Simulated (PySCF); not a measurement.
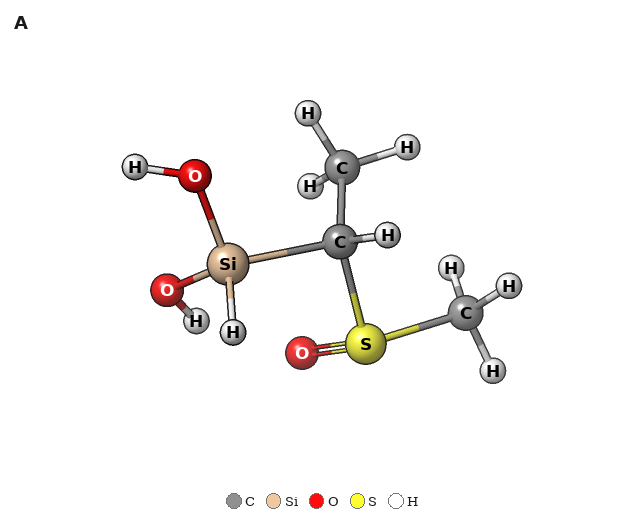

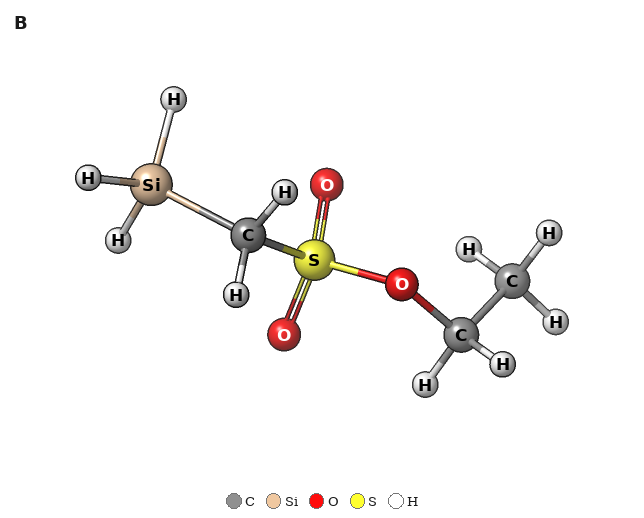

2 stationary structures of one formula. Geometries: GFN2-xTB. Electronic energies: PBE0/pcSseg-1 (PySCF 2.14.0), without zero-point energy. No frequency run is at hand to confirm each as a minimum. Each is one conformer, not always the lowest.

Question: Are they conformers, stereoisomers or constitutional isomers?

Answer: They are constitutional isomers of C3H10O3SSi: A `C[C@@H]([SiH](O)O)[S@](C)=O`, B `CCOS(=O)(=O)C[SiH3]`.

Question: Rank them by energy, lowest first.

Answer: A is lowest; B lies 335.5 kJ/mol above it.

The geometry is semi-empirical. Around Si such bond lengths and angles can be off by a tenth of an ångström or more and by several degrees, and values that hang on the shape move with them.
